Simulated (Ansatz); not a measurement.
# Decaying states in the gap of Sr4As2Se

Aim: relax a made-up compound, Sr4As2Se, and see how good a tunnel barrier it would be. It is built by putting Sr for Ca, Se for O in the Ca4As2O structure of space group I4/mmm, with the volume rescaled by atomic radii. The parent structure comes from the Materials Project.

Main program and level: Ansatz 0.2.0; r2SCAN DFT, plane waves, PAW files, in the first sound run; inputs show where later runs differ.

The structure was built from a prototype and need not be the compound's stable phase.

**1. The starting structure**

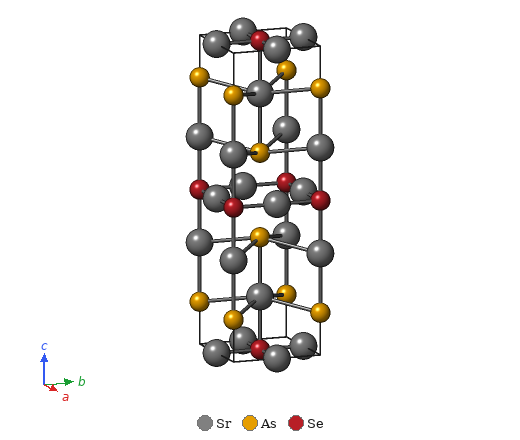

The cell as given, slightly off an axis (strontium grey, arsenic orange, selenium red). This picture shows the conventional cell, with its axes. Some periodic images of atoms are drawn too.

As a file:

```cif
data_structure
_symmetry_space_group_name_H-M 'P 1'
_symmetry_Int_Tables_number 1
_cell_length_a 8.9391
_cell_length_b 8.9391
_cell_length_c 8.9391
_cell_angle_alpha 148.396
_cell_angle_beta 148.396
_cell_angle_gamma 45.302
_cell_volume 195.54
loop_
_atom_site_label
_atom_site_type_symbol
_atom_site_fract_x
_atom_site_fract_y
_atom_site_fract_z
_atom_site_occupancy
Sr1 Sr 0.67140 0.67140 0.00000 1
Sr2 Sr 0.32860 0.32860 0.00000 1
Sr3 Sr 0.00000 0.50000 0.50000 1
Sr4 Sr 0.50000 0.00000 0.50000 1
As5 As 0.86314 0.86314 0.00000 1
As6 As 0.13686 0.13686 0.00000 1
Se7 Se 0.50000 0.50000 0.00000 1
```

**2. Cell and atoms at rest**

The substituted atoms don't fit the parent's cell, so cell and atoms relax together. A small smearing keeps the run stable in case the gap closes on the way.

input.yaml

```yaml
crystal:
  lattice:
    - [-2.434284453, 2.434284453, 8.2496564001]
    - [2.434284453, -2.434284453, 8.2496564001]
    - [2.434284453, 2.434284453, -8.2496564001]
  atoms:
    - { symbol: Sr, position: [0.6713968, 0.6713968, 0.0] }
    - { symbol: Sr, position: [0.3286032, 0.3286032, 0.0] }
    - { symbol: Sr, position: [0.0, 0.5, 0.5] }
    - { symbol: Sr, position: [0.5, 0.0, 0.5] }
    - { symbol: As, position: [0.86314396, 0.86314396, 0.0] }
    - { symbol: As, position: [0.13685604, 0.13685604, 0.0] }
    - { symbol: Se, position: [0.5, 0.5, 0.0] }
kpoints:
  mp_grid: { grid: [6, 6, 6] }
scf:
  occupations: { method: gaussian, width: 0.03 }
hamiltonian:
  xc: r2scan
output:
  forces: true
  stress: true
relax:
  f_tol: 0.02
  max_steps: 60
  cell: {}
```

Launch:

```
$ ansatz run input.yaml --threads 2 --pin off --max-ram 4096MiB --backend cpu --events-out ev --progress --plain --runs-dir out
```

Numbers of over 12 decimals in the logs are rounded to 6 here.

Log:

```text
basis.fft_grid_basis auto: the FFT boxes are laid along the combinations [[1, 0, 1], [0, 1, 1], [0, 0, 1]] of the cell's own vectors, 4.869, 4.869 and 8.939 Å long. The dense box has 36×36×72 points. Along the cell's own vectors, as sized, it would have 72×72×72, 4.00 times as many. Of the 16 symmetry operations that the crystal satisfies within crystal.symmetry.tolerance (time reversal apart; of a slab, those that k [...]
Engine: ansatz 0.2.0, x86_64-unknown-linux-gnu
Pseudopotentials: kind: paw
Pseudopotential: Sr, paw, valence charge 10, recommended cutoff 500 eV (meta_gga), Sr.paw.azcp
Pseudopotential: As, paw, valence charge 15, recommended cutoff 500 eV (meta_gga), As.paw.azcp
Pseudopotential: Se, paw, valence charge 16, recommended cutoff 500 eV (meta_gga), Se.paw.azcp
Functional definition: r2SCAN
  parameter k0 = 0.174
  parameter k1 = 0.065
  parameter a1 = 4.9479
  exchange = r2scan_x(k0 = k0, k1 = k1, a1 = a1)
  correlation = r2scan_c
Crystal: 7 atoms, lattice volume = 195.541 Å³
Basis set: ecut = 500 eV, 4943 PW (Γ), FFT grids on a1+a3, a2+a3, a3, exchange–correlation on 144×144×288 points (64 copies of the dense FFT grid, shifted against one another)
Bands: 52, of which v1, the nominal top of the filled ones, is band 43 counted from 1 (42 counted from 0)
Symmetry: 16 space group operations
Space group: I4/mmm (ITA 139), of the structure as read, at distance tolerance 5.8e-5 Å
k-points: 30 of 216
Non-local potential: Sr, projectors of the file, l = 0: 3, l = 1: 2, l = 2: 2
Non-local potential: As, projectors of the file, l = 0: 2, l = 1: 2, l = 2: 3, l = 3: 1
Non-local potential: Se, projectors of the file, l = 0: 2, l = 1: 2, l = 2: 3, l = 3: 1
PAW form: soft (Blöchl's): semilocal exchange-correlation on the pseudo side does not see the compensation charge
PAW frozen core: Sr, regenerated for the run's functional (the file was generated under x = pbe(κ = 0.804, μ = 0.219515), c = pbe(β = 0.066725))
PAW frozen core: As, regenerated for the run's functional (the file was generated under x = pbe(κ = 0.804, μ = 0.219515), c = pbe(β = 0.066725))
PAW frozen core: Se, regenerated for the run's functional (the file was generated under x = pbe(κ = 0.804, μ = 0.219515), c = pbe(β = 0.066725))
PAW one-centre angular grid: Sr, 302 points (default); XC on 160 Gauss nodes
PAW one-centre angular grid: As, 590 points (default); XC on 160 Gauss nodes
PAW one-centre angular grid: Se, 590 points (default); XC on 160 Gauss nodes
Initial density: superposition of atomic densities (neutral atoms: chi_scale 0, normalization atom), corrected by the library's trained network
Initial wavefunctions: pseudopotential atomic-orbital guess
Functional: x = r2scan, c = r2scan; τ floored in thin density (d = 2e-4 eV/Å³)
SCF iter   1: F=—  HF=-29432.968078 eV  |F-HF|=—  |Δ(HF+E_count)|=         —  Δρ=5.42e-3  dr2=1.69e-1  dr2_τ=1.03e-1  ethr=1.77e-3  ⟨swp⟩=11.2  Hψ=8489  notcnv=0  defer=8
preconditioner: auto → Resta (q_TF=auto, 2.379 Å⁻¹)  ε∞=4.0  [insulator: Δε(μ)=0.871 eV  Ē_g=7.403 eV  σ=0.030 eV  W_gap=1.00  n_scr=50 (ndim 8)  ℏωp=12.9 eV  f_vac=0.017  D(μ)=0.00/eV (n_scr^D=0)  ε∞_Penn≈4.0]
SCF iter   2: F=—  HF=-29433.251190 eV  |F-HF|=—  |Δ(HF+E_count)|=   2.83e-1  Δρ=3.19e-3  dr2=3.32e-2  dr2_τ=1.26e-3  ethr=1.97e-4  ⟨swp⟩=3.8  Hψ=3563  notcnv=0  defer=92
SCF iter   3: F=—  HF=-29433.249238 eV  |F-HF|=—  |Δ(HF+E_count)|=   1.95e-3  Δρ=1.25e-3  dr2=3.46e-3  dr2_τ=1.58e-4  ethr=3.86e-5  ⟨swp⟩=4.0  Hψ=2898  notcnv=0  defer=62
automatic band count: iteration 3 solves 51 bands in place of 52: the levels show a gap, and the empty bands left out lie too high to hold charge; the band table lists the bands solved (type scf.n_extra_bands for more)
SCF iter   4: F=—  HF=-29433.249401 eV  |F-HF|=—  |Δ(HF+E_count)|=   1.63e-4  Δρ=4.25e-4  dr2=3.17e-4  dr2_τ=1.45e-5  ethr=4.02e-6  ⟨swp⟩=2.8  Hψ=3050  notcnv=0  defer=62
SCF iter   5: F=—  HF=-29433.249499 eV  |F-HF|=—  |Δ(HF+E_count)|=   9.77e-5  Δρ=1.05e-4  dr2=2.40e-5  dr2_τ=1.38e-6  ethr=3.69e-7  ⟨swp⟩=2.1  Hψ=1910  notcnv=0  defer=62
SCF iter   6: F=—  HF=-29433.249653 eV  |F-HF|=—  |Δ(HF+E_count)|=   1.54e-4  Δρ=2.16e-5  dr2=9.20e-7  dr2_τ=6.62e-8  ethr=2.79e-8  ⟨swp⟩=2.0  Hψ=2787  notcnv=0  defer=62
SCF iter   7: F=—  HF=-29433.249653 eV  |F-HF|=—  |Δ(HF+E_count)|=   3.45e-8  Δρ=9.76e-6  dr2=2.24e-7  dr2_τ=7.72e-9  ethr=1.16e-10  ⟨swp⟩=6.0  Hψ=7061  notcnv=0
SCF iter   8: F=-29433.249653 eV  HF=-29433.249653 eV  |F-HF|=1.60e-8  |Δ(HF+E_count)|=   8.05e-8  Δρ=2.78e-6  dr2=2.06e-8  dr2_τ=9.31e-10  ethr=1.16e-10  ⟨swp⟩=5.0  Hψ=5848  notcnv=0
SCF 1 converged in 8 iterations: F = -29433.249653 eV  dr2 = 2.06e-8
  greatest PAW one-centre occupation: 1.000 electrons in one spin orbital (limit 2), on the Se atom at site 6 (counted from 0), in its partial waves of l = 2
relax step   1: F+E_penalty+E_count = -29433.24965326 eV  Δ(F+E_penalty+E_count) = +0.000e0 eV  max|allowed force component| = 1.795e0 eV/Å  Δτ_max = 0.0000 Å  P = +17.288 GPa  Ω = 195.541 Å³  (8 SCF iters, dr2 threshold 1.00e-7 eV, accepted)
Crystal: 7 atoms, lattice volume = 217.784 Å³
Basis set: ecut = 500 eV, 5543 PW (Γ), FFT grids on a1+a3, a2+a3, a3, exchange–correlation on 144×144×288 points (64 copies of the dense FFT grid, shifted against one another)
Initial density: handed on by an earlier stage of this run
Initial wavefunctions: those handed on with the density
iter 1 solved again at ethr=3.67e-4 eV; its pass at ethr=3.10e-3 eV (dr2=3.16e-1 eV) is discarded
SCF iter   1: F=—  HF=-29434.857609 eV  |F-HF|=—  |Δ(HF+E_count)|=         —  Δρ=6.45e-3  dr2=3.18e-1  dr2_τ=1.02e0  ethr=3.67e-4  ⟨swp⟩=1.5  Hψ=8919  notcnv=0
automatic band count: iteration 1 solves 50 bands in place of 52: the levels show a gap, and the empty bands left out lie too high to hold charge; the band table lists the bands solved (type scf.n_extra_bands for more)
preconditioner: auto → Resta (q_TF=auto, 2.337 Å⁻¹)  ε∞=4.5  [insulator: Δε(μ)=1.524 eV  Ē_g=6.417 eV  σ=0.030 eV  W_gap=1.00  n_scr=50 (ndim 8)  ℏωp=11.9 eV  f_vac=0.030  D(μ)=0.00/eV (n_scr^D=0)  ε∞_Penn≈4.5]
SCF iter   2: F=—  HF=-29435.589582 eV  |F-HF|=—  |Δ(HF+E_count)|=   7.32e-1  Δρ=3.00e-3  dr2=4.64e-2  dr2_τ=1.13e-3  ethr=3.67e-4  ⟨swp⟩=3.6  Hψ=3096  notcnv=0
SCF iter   3: F=—  HF=-29435.579350 eV  |F-HF|=—  |Δ(HF+E_count)|=   1.02e-2  Δρ=9.99e-4  dr2=3.45e-3  dr2_τ=3.20e-4  ethr=5.39e-5  ⟨swp⟩=3.4  Hψ=2671  notcnv=0  defer=45
SCF iter   4: F=—  HF=-29435.579692 eV  |F-HF|=—  |Δ(HF+E_count)|=   3.42e-4  Δρ=4.44e-4  dr2=7.01e-4  dr2_τ=1.62e-5  ethr=4.02e-6  ⟨swp⟩=2.0  Hψ=2855  notcnv=0  defer=45
[...]
SCF iter   4: F=—  HF=-29436.618306 eV  |F-HF|=—  |Δ(HF+E_count)|=   5.16e-4  Δρ=3.62e-4  dr2=5.11e-4  dr2_τ=1.19e-5  ethr=2.81e-6  ⟨swp⟩=2.0  Hψ=2807  notcnv=0  defer=36
SCF iter   5: F=—  HF=-29436.618612 eV  |F-HF|=—  |Δ(HF+E_count)|=   3.06e-4  Δρ=9.85e-5  dr2=4.38e-5  dr2_τ=4.70e-6  ethr=5.94e-7  ⟨swp⟩=2.0  Hψ=2741  notcnv=0  defer=36
SCF iter   6: F=—  HF=-29436.618598 eV  |F-HF|=—  |Δ(HF+E_count)|=   1.44e-5  Δρ=4.86e-5  dr2=5.66e-6  dr2_τ=1.63e-7  ethr=5.10e-8  ⟨swp⟩=2.0  Hψ=2741  notcnv=0  defer=36
SCF iter   7: F=-29436.618603 eV  HF=-29436.618603 eV  |F-HF|=1.53e-7  |Δ(HF+E_count)|=   5.18e-6  Δρ=8.65e-6  dr2=3.63e-7  dr2_τ=1.19e-8  ethr=8.14e-10  ⟨swp⟩=4.2  Hψ=7306  notcnv=0
SCF 3 converged in 7 iterations: F = -29436.618603 eV  dr2 = 3.63e-7
relax step   3: F+E_penalty+E_count = -29436.61860299 eV  Δ(F+E_penalty+E_count) = -1.039e0 eV  max|allowed force component| = 2.684e-1 eV/Å  Δτ_max = 0.1054 Å  P = +2.557 GPa  Ω = 238.130 Å³  energy of the carried Pulay correction = -4.476e-3 eV  (7 SCF iters, dr2 threshold 7.00e-7 eV, accepted)
[...]
relax step   4: F+E_penalty+E_count = -29436.83056665 eV  Δ(F+E_penalty+E_count) = -2.120e-1 eV  max|allowed force component| = 4.360e-2 eV/Å  Δτ_max = 0.0623 Å  P = +0.675 GPa  Ω = 249.080 Å³  energy of the carried Pulay correction = -5.490e-3 eV  (7 SCF iters, dr2 threshold 7.00e-7 eV, accepted)
[...]
relax step   5: F+E_penalty+E_count = -29436.82947753 eV  Δ(F+E_penalty+E_count) = +1.089e-3 eV  max|allowed force component| = 3.206e-1 eV/Å  Δτ_max = 0.0345 Å  P = -0.009 GPa  Ω = 254.195 Å³  energy of the carried Pulay correction = -5.946e-3 eV  (7 SCF iters, dr2 threshold 7.00e-7 eV, rejected (line search))
[...]
relax step   6: F+E_penalty+E_count = -29436.85166784 eV  Δ(F+E_penalty+E_count) = -2.110e-2 eV  max|allowed force component| = 3.257e-2 eV/Å  Δτ_max = 0.0191 Å  P = +0.248 GPa  Ω = 252.008 Å³  energy of the carried Pulay correction = -5.752e-3 eV  (10 SCF iters, accepted)
[...]
relax step   7: F+E_penalty+E_count = -29436.85436806 eV  Δ(F+E_penalty+E_count) = -2.700e-3 eV  max|allowed force component| = 1.253e-2 eV/Å  Δτ_max = 0.0074 Å  P = +0.035 GPa  Ω = 253.670 Å³  energy of the carried Pulay correction = -5.900e-3 eV  (6 SCF iters, dr2 threshold 3.54e-7 eV, accepted)
[...]
relax step   8: F+E_penalty+E_count = -29436.85440968 eV  Δ(F+E_penalty+E_count) = -4.163e-5 eV  max|allowed force component| = 3.727e-3 eV/Å  Δτ_max = 0.0030 Å  P = -0.002 GPa  Ω = 253.918 Å³  energy of the carried Pulay correction = -5.922e-3 eV  (6 SCF iters, dr2 threshold 9.65e-9 eV, accepted)
Basis set: ecut = 500 eV, 6445 PW (Γ), FFT grids on a1+a3, a2+a3, a3, exchange–correlation on 180×180×288 points (64 copies of the dense FFT grid, shifted against one another)
Initial wavefunctions: pseudopotential atomic-orbital guess (no wavefunctions were taken with the density)
iter 1 solved again at ethr=6.77e-7 eV; its pass at ethr=3.10e-3 eV (dr2=5.82e-4 eV) is discarded
SCF iter   1: F=—  HF=-29436.859375 eV  |F-HF|=—  |Δ(HF+E_count)|=         —  Δρ=6.10e-4  dr2=6.30e-5  dr2_τ=2.61e-4  ethr=6.77e-7  ⟨swp⟩=3.5  Hψ=12885  notcnv=0
preconditioner: auto → Resta (q_TF=auto, 2.278 Å⁻¹)  ε∞=4.2  [insulator: Δε(μ)=0.566 eV  Ē_g=6.084 eV  σ=0.030 eV  W_gap=1.00  n_scr=52 (ndim 8)  ℏωp=10.9 eV  f_vac=0.025  D(μ)=0.00/eV (n_scr^D=0)  ε∞_Penn≈4.2]
SCF iter   2: F=—  HF=-29436.861974 eV  |F-HF|=—  |Δ(HF+E_count)|=   2.60e-3  Δρ=3.17e-4  dr2=1.81e-5  dr2_τ=6.20e-5  ethr=7.33e-8  ⟨swp⟩=2.0  Hψ=2642  notcnv=0
SCF iter   3: F=—  HF=-29436.862909 eV  |F-HF|=—  |Δ(HF+E_count)|=   9.35e-4  Δρ=4.32e-5  dr2=7.80e-7  dr2_τ=8.83e-7  ethr=2.10e-8  ⟨swp⟩=2.0  Hψ=2700  notcnv=0
SCF iter   4: F=—  HF=-29436.862775 eV  |F-HF|=—  |Δ(HF+E_count)|=   1.34e-4  Δρ=6.71e-6  dr2=6.05e-8  dr2_τ=1.42e-8  ethr=9.07e-10  ⟨swp⟩=2.0  Hψ=2640  notcnv=0
SCF iter   5: F=—  HF=-29436.862775 eV  |F-HF|=—  |Δ(HF+E_count)|=   1.36e-7  Δρ=1.50e-6  dr2=3.30e-9  dr2_τ=8.38e-10  ethr=7.03e-11  ⟨swp⟩=2.0  Hψ=2700  notcnv=0
SCF iter   6: F=—  HF=-29436.862775 eV  |F-HF|=—  |Δ(HF+E_count)|=   1.52e-8  Δρ=2.83e-7  dr2=2.52e-10  dr2_τ=1.06e-11  ethr=3.84e-12  ⟨swp⟩=2.0  Hψ=2850  notcnv=0
SCF iter   7: F=-29436.862775 eV  HF=-29436.862775 eV  |F-HF|=5.82e-11  |Δ(HF+E_count)|=  1.49e-10  Δρ=1.35e-7  dr2=6.16e-11  dr2_τ=3.93e-12  ethr=1.00e-12  ⟨swp⟩=5.1  Hψ=5912  notcnv=0
SCF 9 converged in 7 iterations: F = -29436.862775 eV  dr2 = 6.16e-11
relax step   9: F+E_penalty+E_count = -29436.86277510 eV  Δ(F+E_penalty+E_count) = -8.365e-3 eV  max|allowed force component| = 3.784e-3 eV/Å  Δτ_max = 0.0000 Å  P = +0.008 GPa  Ω = 253.918 Å³  stress off target by 1.67e-2 GPa  SCF on the basis re-selected at this cell (its energy is not comparable with the rows above)  (7 SCF iters)
basis re-selected at this cell: Δ(F+E_penalty+E_count) = -8.365e-3 eV, ΔP = +0.010 GPa vs the last step (what re-selecting the basis moved, of the pressure what is left beyond the Pulay correction that the steps carried, after the strain that the cell walked since its last selection, with what the two solves' SCF thresholds leave and, on support functions, any second-order correction that the steps lacked; it is no measure of the basis error at this ecutwfc). The dense FFT grid was sized anew with the basis: this SCF ran on 45×45×72 points, the steps before it on 36×36×72, so part of this shift can come from that change (see relax.cell in the input reference). [rest of the remark cut]
SCF converged after 7 iterations
Free energy (F): -29436.862775 eV
Harris-Foulkes:  -29436.862775 eV  (|F-HF|=5.82e-11)
Internal energy: -29436.862775 eV  (E = F + TS)
E sigma→0 (E₀):  -29436.862775 eV
Fermi energy:    6.609563 eV
--- Per-component energies (eV) ---
  E_band       = -1464.841044
  E_kinetic    = 1306.657622
  E_local      = -10667.272994  (includes V_loc(G=0)·N_el)
  E_nonlocal   = -1132.207535
  E_hartree    = 4739.570332
  E_xc         = -901.383581
  E_vxc        = -985.027606  (∫ρ·V_xc dr)
  E_paw        = -16482.057696  (= ΣΔE_a)
  E_vpaw       = 482.287882  (= ΣTr[D̂ρ^β])
  E_aug_tail   = -0.000223  (compensation charges beyond the density's cutoff)
  E_vtau       = 51.581335  (kinetic-family band-sum trace: ∫τ·v_τ [+ j·A + Jᵃ·Aᵃ] dr)
  E_ewald      = -6294.904968
  E_core_change = -5.263732  (= ΣΔE_core)
  E_smearing   = -0.000000  (= −TS)
  E_closure    = -0.000000  (closes the sum)
  Σ components = -29436.862775   (vs F -29436.862775, Δ=0.00e0)
--- Forces (eV/Å), atoms counted from 1 ---
  atom   1  Sr     0.00000000    -0.00000000    -0.00003954
  atom   2  Sr     0.00000000     0.00000000     0.00003954
  atom   3  Sr     0.00000000    -0.00000000    -0.00000000
  atom   4  Sr    -0.00000000     0.00000000    -0.00000000
  atom   5  As    -0.00000000     0.00000000    -0.00378449
  atom   6  As     0.00000000    -0.00000000     0.00378449
  atom   7  Se    -0.00000000     0.00000000     0.00000000
  max |Σ_I F_I| component: 3.63e-18 eV/Å
--- Stress (GPa, compression-positive) ---
        0.016664       0.000000       0.000000
        0.000000       0.016664      -0.000000
        0.000000       0.000000      -0.010490
  P = ⅓ Tr σ = 0.0076 GPa (0.076 kbar)
--- Relaxed structure (8 steps of the walk, 7 accepted, 1 SCFs on fresh bases) ---
  F+E_penalty+E_count = -29436.86277510 eV   max|allowed force component| = 3.784e-3 eV/Å   (the final SCF, on the basis selected at the relaxed cell)
  cell:  # Å, volume = 253.9183 Å³
    - [-2.778568, 2.778568, 8.222275]
    - [2.778568, -2.778568, 8.222275]
    - [2.778568, 2.778568, -8.222275]
  atoms:
    - { symbol: Sr, position: [0.688506, 0.688506, 0] }
    - { symbol: Sr, position: [0.311494, 0.311494, 0] }
    - { symbol: Sr, position: [4.656161693043289e-19, 0.5, 0.5] }
    - { symbol: Sr, position: [0.5, 4.656161693043293e-19, 0.5] }
    - { symbol: As, position: [0.871719, 0.871719, 0] }
    - { symbol: As, position: [0.128281, 0.128281, 0] }
    - { symbol: Se, position: [0.5, 0.5, 0] }
```

Run time: 2.9 min. Hardware: 2 threads of AMD EPYC 7R13 (Zen 3), shared host; peak memory 1.4 GiB.

Step by step:

| step | energy less that of the first step (eV) | largest force component (eV/Å) | pressure (GPa) | volume (Å³) |
| --- | --- | --- | --- | --- |
| 1 | 0.0000 | 1.7949 | 17.29 | 195.54 |
| 2 | -2.3303 | 0.8569 | 7.85 | 217.78 |
| 3 | -3.3690 | 0.2684 | 2.56 | 238.13 |
| 4 | -3.5809 | 0.0436 | 0.67 | 249.08 |
| 5 | -3.5798 | 0.3206 | -0.01 | 254.20 |
| 6 | -3.6020 | 0.0326 | 0.25 | 252.01 |
| 7 | -3.6047 | 0.0125 | 0.03 | 253.67 |
| 8 | -3.6048 | 0.0037 | 0.00 | 253.92 |
| 9* | -3.6131 | 0.0038 | 0.01 | 253.92 |

Relaxation steps marked * repeat the geometry before them on a plane-wave basis chosen anew for their cell, so energy and pressure can jump there. Relaxation step 5 was tried and not accepted.

The run keeps the 16 symmetry operations that it works with, so distortions that break them were not tested.

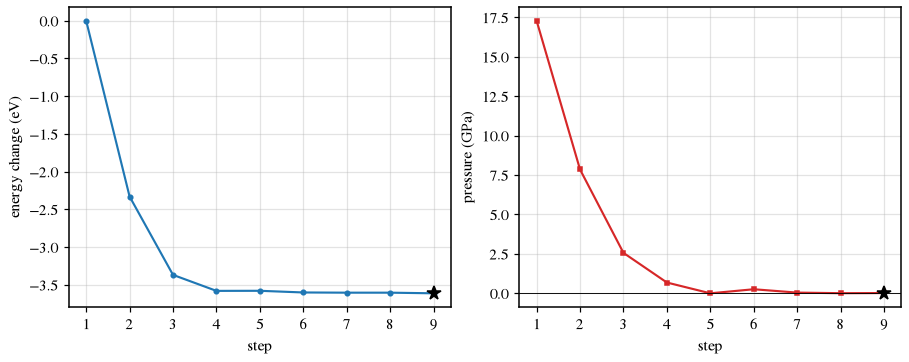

Energy and pressure along the relaxation. Stars mark steps on a basis chosen anew.

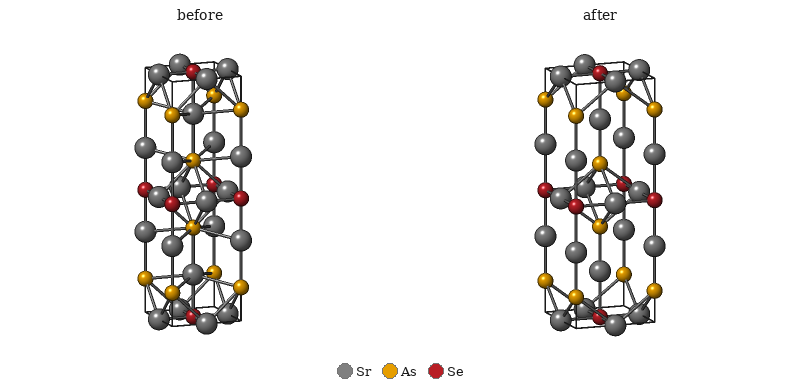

The structure before and after the relaxation, drawn at the same scale.

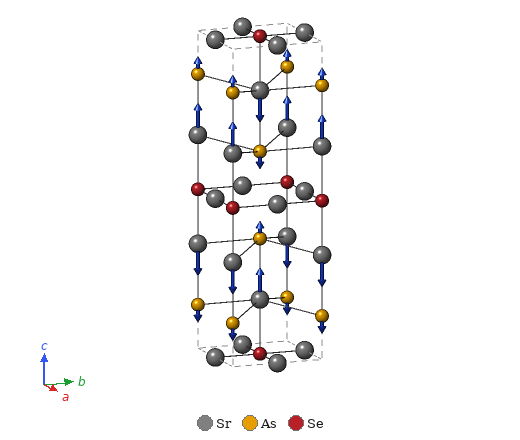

Displacements in the relaxation, exaggerated, measured against the changing cell; the longest in the cell stands for 0.28 Å. Some periodic images of atoms are drawn too.

| cell as run | before | after | change |
| --- | --- | --- | --- |
| a (Å) | 8.939 | 9.113 | +1.9 % |
| b (Å) | 8.939 | 9.113 | +1.9 % |
| c (Å) | 8.939 | 9.113 | +1.9 % |
| α (°) | 148.40 | 144.50 | -2.6 % |
| β (°) | 148.40 | 144.50 | -2.6 % |
| γ (°) | 45.30 | 51.09 | +12.8 % |
| volume (Å³/atom) | 27.93 | 36.27 | +29.9 % |

The atoms that moved most (Å, as changes of fractional coordinates times the final cell):

| atom | dx | dy | dz | length |
| --- | --- | --- | --- | --- |
| Sr1 | 0.000 | 0.000 | 0.281 | 0.281 |
| Sr2 | 0.000 | 0.000 | -0.281 | 0.281 |
| As6 | 0.000 | 0.000 | -0.141 | 0.141 |
| As5 | 0.000 | 0.000 | 0.141 | 0.141 |

This step gave:

```yaml
free_energy: -29436.8628 eV
fermi_energy: 6.610 eV
pressure: 0.007613 GPa
```

The largest force component on a free atom ends at 0.0038 eV/Å.

(Continued in part 2 of 2.)

[Logs are printed without paths, hosts, clocks, repeated set-up lines and the standing remarks that a program may print on its own settings, such as how far it seeks lower states.]

[Hosts, paths, dates, database ids (printed as entryN), source tags and the programs' standing remarks are cut or masked in the printed files.]
